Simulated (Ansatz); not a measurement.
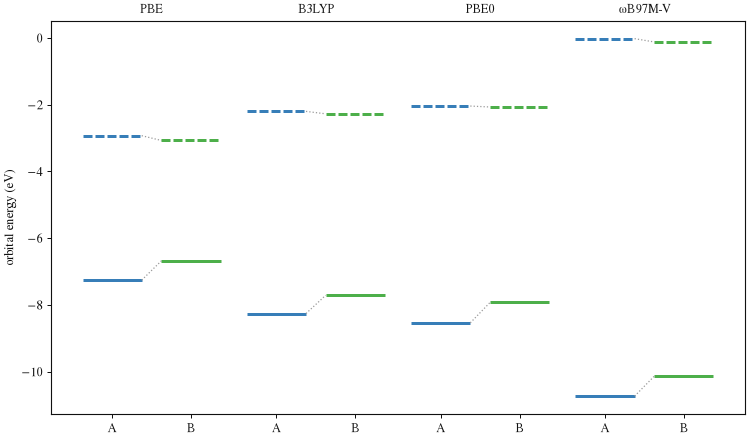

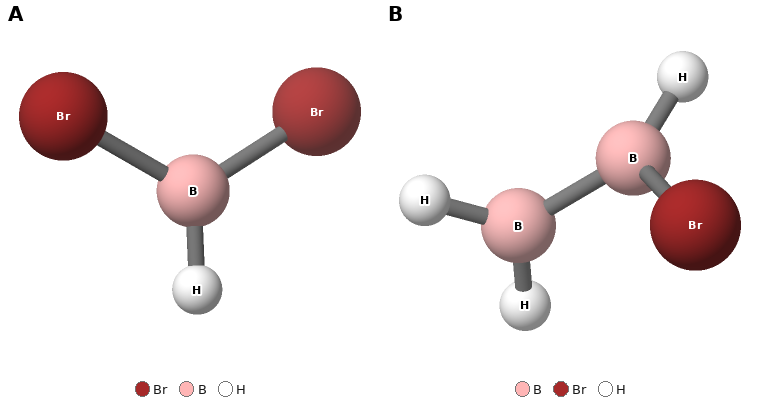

One change: A, BHBr₂ (SMILES BrBBr), becomes B, B₂H₃Br (SMILES BBBr). Br on B is replaced by BH₂. HOMO (solid) and LUMO (dashed) computed in def2-TZVPP at PBE0-D4/def2-TZVP geometries, both minima by their frequencies, gas phase, the Ansatz code.

Q: What does the change do to HOMO and LUMO?

A: PBE: the HOMO rises by 0.58 eV, the LUMO falls by 0.14 eV, and the separation goes from 4.33 to 3.61 eV. B3LYP: the HOMO rises by 0.55 eV, the LUMO falls by 0.07 eV, and the separation goes from 6.06 to 5.44 eV. PBE0: the HOMO rises by 0.61 eV, the LUMO falls by 0.03 eV, and the separation goes from 6.50 to 5.86 eV. ωB97M-V: the HOMO rises by 0.60 eV, the LUMO falls by 0.10 eV, and the separation goes from 10.71 to 10.01 eV.

Q: Do the functionals agree on the effect?

A: They agree on the direction for both levels; the HOMO shift lies between 0.55 and 0.61 eV and the LUMO shift between −0.14 and −0.03 eV, while the separations themselves differ by up to 6.4 eV between functionals.
